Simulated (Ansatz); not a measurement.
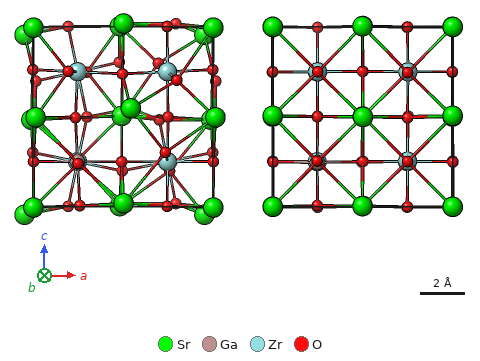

Two geometries of a defect cell of composition Sr8GaZr6O24, drawn at one scale. One is the start of a relaxation, the other its converged end. The picture is a ball-and-stick view of the cell of the calculation, seen along the b axis.

Computed with DFT, PBEsol, PAW, plane waves (Ansatz). Set-up: plane-wave cutoff 420 eV; k-point mesh 1 × 1 × 1; mesh shifted by (0.25, 0.25, 0.25); collinear spin; atoms relaxed in a fixed cell; force threshold 0.03 eV/Å; at most 80 steps.

### Which geometry has the lower energy?

The left one is the relaxed one. The largest move is that of a Sr atom, 0.65 Å along [−1 1 −1]. Largest moves by element: Sr 0.65 Å, O 0.62 Å, Ga 0.04 Å, Zr 0.04 Å. The cell doesn't change. Near-neighbour distances that change, for instance: O–Sr 2.878 → 3.592 Å, O–Sr 2.889 → 3.566 Å, O–Sr 2.899 → 3.556 Å, O–Sr 2.888 → 3.543 Å. Among the angles between lasting bonds that change: O–Sr–O 119.2° → 148.2°, O–Sr–O 118.5° → 147.4°, O–Sr–O 119.6° → 147.7°. Over 14 geometry steps the energy falls by 2.356 eV per cell of the calculation. Largest force component: 1.4 eV/Å at the start, 0.0076 eV/Å at the end.

Limits of the set-up: the periodic images lie only 8.3 Å apart, so the values are limited by the cell's size.
